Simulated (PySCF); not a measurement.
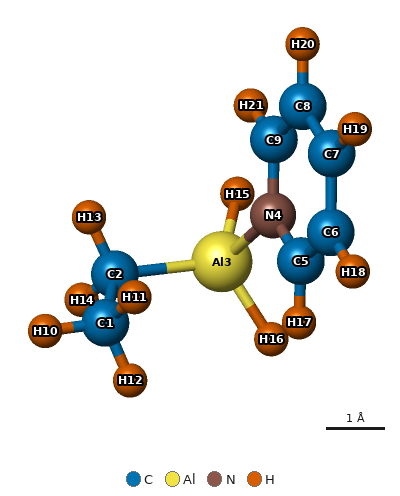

**Figure 1.** The input geometry of run 1 (ball-and-stick view, seen at a tilt; atoms are numbered from 1 in the order of the input). Sticks mark near contacts.

## C7H12AlN: a changed input and its effect

System: C7H12AlN, SMILES C[CH2][AlH2-][n+]1ccccc1.
Method of run 1: GIAO mPW1PW91/pcSseg-1 NMR shielding, non-relativistic, gas phase (PySCF 2.14.0).

The geometry comes from this level: PBE0-D3(BJ)/def2-SVP. Text and figures count atoms from 1; the logs count them from 0 in places.

**Input, run 1**
```
{"job": {"kind": "nmr", "xc": "mPW1PW91", "basis": "pcSseg-1", "pop": false}, "charge": 0, "multiplicity": 1}
C     -2.612556    -0.150295     0.548669
C     -2.211746     1.183150    -0.080529
Al    -0.846698     1.071267    -1.525149
N      0.694419     0.134455    -0.540654
C      0.736061    -1.201982    -0.480859
C      1.699675    -1.876472     0.258553
C      2.650796    -1.133364     0.953526
C      2.604004     0.257412     0.884310
C      1.606614     0.853831     0.123723
H     -3.408306    -0.053076     1.308408
H     -1.761029    -0.640023     1.054271
H     -2.981268    -0.863519    -0.208457
H     -1.859280     1.881147     0.702328
H     -3.106287     1.673107    -0.510285
H     -0.104856     2.442884    -1.934072
H     -1.123152    -0.033367    -2.668277
H     -0.030327    -1.729034    -1.055670
H      1.700478    -2.967236     0.282449
H      3.423500    -1.633477     1.542118
H      3.331149     0.878322     1.409789
H      1.521918     1.939623     0.024421
```

The first line tells a small driver script what to run in PySCF; the rest is the geometry in Å.

Launched with:
```bash
OMP_NUM_THREADS=1 python <driver script> task.json out
```

Hardware: 1 CPU thread, shared host.

**Output (run 1)**
```
coarse grid: 17728 points
cycle   1  E = -570.9254232659  dE =  9.923e-01  |g| = 4.527e-01  |ddm| = 4.116e+00
cycle   2  E = -570.9074605246  dE =  1.796e-02  |g| = 5.361e-01  |ddm| = 1.022e+00
cycle   3  E = -570.9857323438  dE = -7.827e-02  |g| = 5.311e-02  |ddm| = 5.631e-01
cycle   4  E = -570.9864240472  dE = -6.917e-04  |g| = 2.254e-02  |ddm| = 8.318e-02
cycle   5  E = -570.9865269215  dE = -1.029e-04  |g| = 1.299e-02  |ddm| = 3.263e-02
cycle   6  E = -570.9865681044  dE = -4.118e-05  |g| = 3.240e-03  |ddm| = 1.216e-02
cycle   7  E = -570.9865705430  dE = -2.439e-06  |g| = 5.128e-04  |ddm| = 2.741e-03
final grid: 165808 points
cycle   8  E = -571.0384082628  dE = -3.625e-05  |g| = 5.464e-03  |ddm| = 3.651e-02
cycle   9  E = -571.0384059281  dE =  2.335e-06  |g| = 6.335e-03  |ddm| = 1.099e-02
cycle  10  E = -571.0384162819  dE = -1.035e-05  |g| = 5.558e-04  |ddm| = 5.695e-03
cycle  11  E = -571.0384163403  dE = -5.833e-08  |g| = 2.814e-04  |ddm| = 6.381e-04
cycle  12  E = -571.0384163558  dE = -1.551e-08  |g| = 9.871e-05  |ddm| = 2.612e-04
cycle  13  E = -571.0384163581  dE = -2.358e-09  |g| = 2.871e-05  |ddm| = 1.133e-04
cycle  14  E = -571.0384163583  dE = -2.105e-10  |g| = 5.105e-06  |ddm| = 2.868e-05
converged SCF energy = -571.0384163583

GIAO shielding tensors (ppm)
atom      isotropic    diamagn.    paramagn.     s11        s22        s33       span
  0 C      171.673     247.687     -76.014    164.832    167.518    182.670     17.838
  1 C      180.434     250.194     -69.760    171.479    181.300    188.523     17.045
  2 Al     398.109     796.800    -398.692    388.562    400.666    405.098     16.536
  3 N      -30.698     332.232    -362.929   -213.436   -152.058    273.400    486.836
  4 C       28.139     252.225    -224.087    -79.909     12.642    151.682    231.591
  5 C       53.833     257.454    -203.621    -57.974     43.285    176.188    234.161
  6 C       37.836     253.713    -215.878    -78.435     10.565    181.377    259.812
  7 C       53.307     257.814    -204.507    -58.826     42.604    176.142    234.967
  8 C       28.456     250.895    -222.439    -78.957     12.846    151.479    230.436
  9 H       30.061      28.602       1.459     24.629     27.658     37.898     13.269
 10 H       31.278      33.820      -2.541     25.630     32.235     35.970     10.340
 11 H       30.310      30.628      -0.318     26.746     27.994     36.191      9.445
 12 H       31.551      32.191      -0.640     28.200     28.981     37.472      9.273
 13 H       31.408      29.489       1.919     26.379     29.537     38.308     11.929
 14 H       26.859      30.241      -3.383     23.348     26.007     31.222      7.875
 15 H       26.941      30.535      -3.594     23.825     26.037     30.962      7.137
 16 H       22.305      32.317     -10.012     17.993     21.308     27.613      9.620
 17 H       23.768      30.037      -6.269     20.676     23.855     26.774      6.098
 18 H       23.318      28.301      -4.984     20.307     23.451     26.194      5.887
 19 H       23.761      29.411      -5.650     20.705     23.956     26.623      5.918
 20 H       22.307      31.304      -8.998     17.502     21.624     27.794     10.292
```

The input of run 2 differs as follows (lines with − go, lines with + come):
```diff
-"xc": "mPW1PW91"
+"xc": "PBE0"
-"pop": false
```

How does run 2 compare with run 1?

The total energies belong to different methods, so their difference says nothing on which is more stable or more accurate. Of all shieldings, the largest change is that of N4, by +1.1 ppm. The functional changes from mPW1PW91 to PBE0. The number of SCF iterations is the same.

**Output (run 2)**
```
coarse grid: 17728 points
cycle   1  E = -570.4853948969  dE =  9.945e-01  |g| = 4.504e-01  |ddm| = 4.113e+00
cycle   2  E = -570.4664045857  dE =  1.899e-02  |g| = 5.370e-01  |ddm| = 1.024e+00
cycle   3  E = -570.5449812218  dE = -7.858e-02  |g| = 5.372e-02  |ddm| = 5.659e-01
cycle   4  E = -570.5456638632  dE = -6.826e-04  |g| = 2.510e-02  |ddm| = 8.672e-02
cycle   5  E = -570.5457967903  dE = -1.329e-04  |g| = 1.355e-02  |ddm| = 3.490e-02
cycle   6  E = -570.5458410456  dE = -4.426e-05  |g| = 3.091e-03  |ddm| = 1.224e-02
cycle   7  E = -570.5458432513  dE = -2.206e-06  |g| = 4.870e-04  |ddm| = 2.613e-03
final grid: 165808 points
cycle   8  E = -570.5966028324  dE = -3.512e-05  |g| = 8.024e-03  |ddm| = 3.750e-02
cycle   9  E = -570.5965972698  dE =  5.563e-06  |g| = 9.364e-03  |ddm| = 1.581e-02
cycle  10  E = -570.5966198501  dE = -2.258e-05  |g| = 9.127e-04  |ddm| = 8.483e-03
cycle  11  E = -570.5966200221  dE = -1.720e-07  |g| = 3.737e-04  |ddm| = 9.648e-04
cycle  12  E = -570.5966200511  dE = -2.908e-08  |g| = 1.117e-04  |ddm| = 3.534e-04
cycle  13  E = -570.5966200542  dE = -3.092e-09  |g| = 3.336e-05  |ddm| = 1.304e-04
cycle  14  E = -570.5966200545  dE = -2.819e-10  |g| = 6.587e-06  |ddm| = 3.503e-05
converged SCF energy = -570.5966200545

GIAO shielding tensors (ppm)
atom      isotropic    diamagn.    paramagn.     s11        s22        s33       span
  0 C      172.700     247.651     -74.951    165.747    168.514    183.838     18.091
  1 C      181.209     250.043     -68.835    172.291    181.982    189.353     17.061
  2 Al     397.233     796.746    -399.513    387.802    400.337    403.560     15.757
  3 N      -29.639     332.024    -361.663   -212.426   -150.565    274.073    486.499
  4 C       29.133     252.148    -223.015    -78.682     13.641    152.440    231.122
  5 C       54.647     257.641    -202.994    -57.129     44.068    177.003    234.131
  6 C       38.799     253.923    -215.124    -77.353     11.448    182.302    259.655
  7 C       54.095     258.021    -203.926    -58.024     43.356    176.954    234.978
  8 C       29.447     250.867    -221.419    -77.709     13.792    152.259    229.969
  9 H       30.001      28.590       1.411     24.523     27.594     37.885     13.363
 10 H       31.226      33.687      -2.461     25.558     32.168     35.952     10.394
 11 H       30.257      30.565      -0.308     26.680     27.916     36.175      9.496
 12 H       31.487      32.086      -0.598     28.109     28.903     37.449      9.340
 13 H       31.346      29.492       1.853     26.281     29.468     38.287     12.006
 14 H       26.754      30.151      -3.398     23.238     25.904     31.119      7.881
 15 H       26.840      30.436      -3.596     23.714     25.943     30.865      7.151
 16 H       22.242      32.244     -10.001     17.916     21.253     27.558      9.642
 17 H       23.701      29.974      -6.273     20.608     23.790     26.705      6.097
 18 H       23.254      28.238      -4.985     20.233     23.400     26.129      5.896
 19 H       23.692      29.352      -5.660     20.636     23.890     26.552      5.916
 20 H       22.245      31.244      -8.999     17.424     21.569     27.742     10.318
```

**The two runs side by side**

| quantity | run 1 | run 2 |
| --- | --- | --- |
| outcome | converged | converged |
| total energy (hartree) | −571.038416 | −570.596620 |
| HOMO (eV) | −6.48 | −6.45 |
| LUMO (eV) | −2.14 | −2.13 |
| dipole moment (D) | 6.90 | 6.89 |
| shielding of C1 (ppm) | 171.7 | 172.7 |
| shielding of Al3 (ppm) | 398.1 | 397.2 |
| shielding of N4 (ppm) | −30.7 | −29.6 |
| shielding of C5 (ppm) | 28.1 | 29.1 |
| shielding of C6 (ppm) | 53.8 | 54.6 |
| shielding of C7 (ppm) | 37.8 | 38.8 |
| shielding of C9 (ppm) | 28.5 | 29.4 |
| SCF iterations | 14 | 14 |
| basis functions | 220 | 220 |
| wall time (shared host) | 38 s | 48 s |
